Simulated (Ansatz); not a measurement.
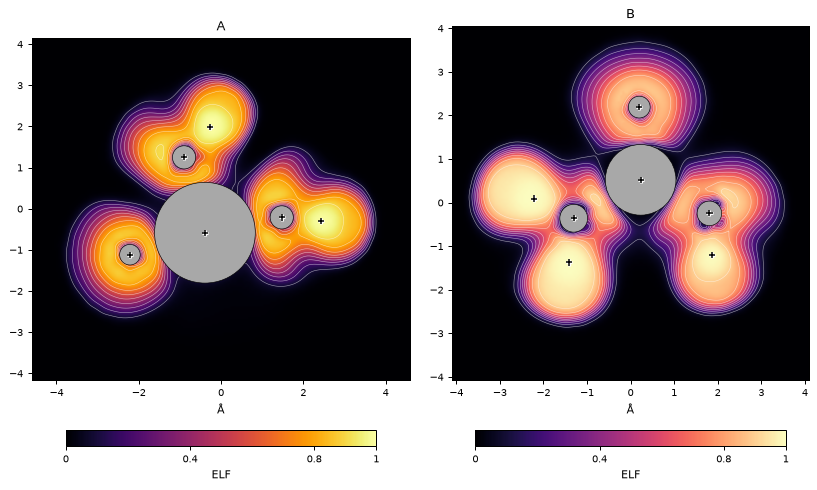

The electron localisation function of 2 systems, each on a plane through atoms (crosses mark nuclei in the plane; grey discs cover the cores).

Method: Ansatz, RKS PBE/def2-SVP.

System 1: AlFH$_{3}$NO···H$_{2}$, the plane of atoms H4, N3 and H5. Not at a stationary point (largest force 2.0 eV/Å).

```yaml
atoms:
  - { symbol: Al, position_ang: [0.0789, 0.6067, -0.2907] }
  - { symbol: H, position_ang: [-0.0394, -0.2823, 2.3181] }
  - { symbol: N, position_ang: [1.6343, 0.0648, -0.9421] }
  - { symbol: H, position_ang: [1.7575, -0.7963, -1.4768] }
  - { symbol: H, position_ang: [2.5221, 0.5546, -0.8394] }
  - { symbol: F, position_ang: [-1.2969, -0.2707, -0.6613] }
  - { symbol: O, position_ang: [-0.1405, 2.0797, 0.6384] }
  - { symbol: H, position_ang: [0.6356, 2.6089, 0.8719] }
  - { symbol: H, position_ang: [-0.0768, 0.4026, 2.0844] }
```

System 2: ClF$_{2}$H$_{2}$O$_{2}$Ta, the plane of atoms Ta1, O2 and H3. Core potentials replace the inner electrons of Ta.

```xyz
8

Ta    0.0087   -0.1568   -0.0123
O     1.9078   -0.2085   -0.0747
H     2.4704   -0.3243    0.7132
O    -0.0741   -0.3606    1.8786
H    -0.3840   -0.3437    2.7955
F    -0.0720    0.1694   -1.8840
F    -0.8700    1.5110    0.1731
Cl   -1.0644   -2.2023   -0.3521
```

Which map belongs to which system?

Answer. Panel A is system 2, ClF$_{2}$H$_{2}$O$_{2}$Ta: the plane holds Ta, O, H and F. Ta1···H3 (2.57 Å): the ELF climbs to about 0.95 towards the hydrogen. Panel B is system 1, AlFH$_{3}$NO···H$_{2}$: the plane holds Al, N, H, F and O. Al1···H8 (2.38 Å): the ELF climbs to about 0.95 towards the hydrogen.
